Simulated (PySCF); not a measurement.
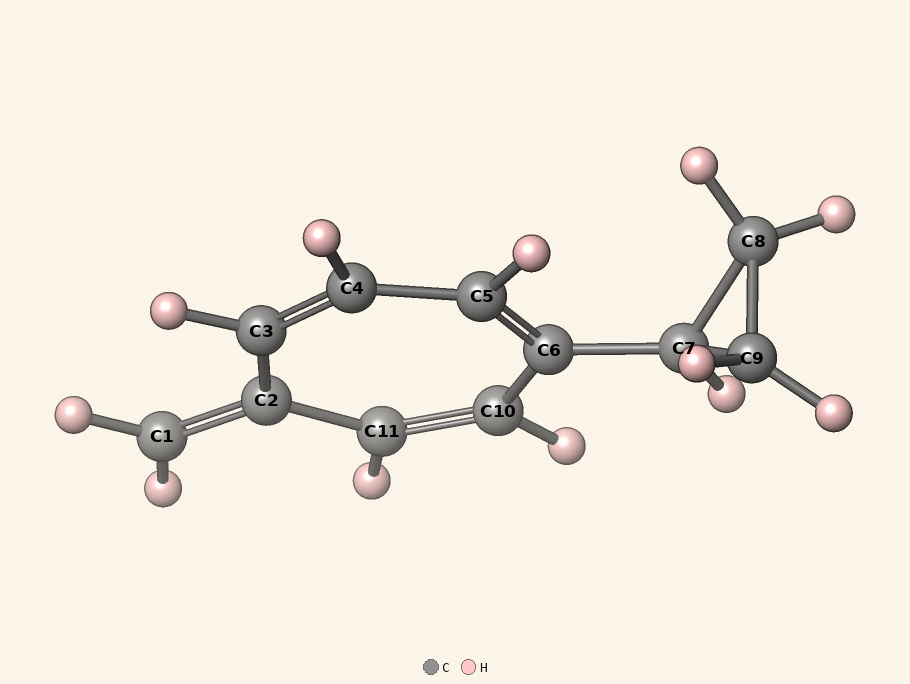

Atoms fade into the background with distance from the viewer. The computed structure is the end point of a PBE0-D3(BJ)/def2-SVP optimisation. No frequency run is at hand to confirm it as a minimum.

Question: What is the conformation of the ring C2–C3–C4–C5–C6–C10–C11?

Answer: It is planar. The Cremer–Pople amplitude Q is 0.03 Å.

Question: Give the torsion angles round the ring, beginning with the bond from its second to its third atom.

Answer: 0°, 1°, 0°, −1°, 0°, 2°, −2°.
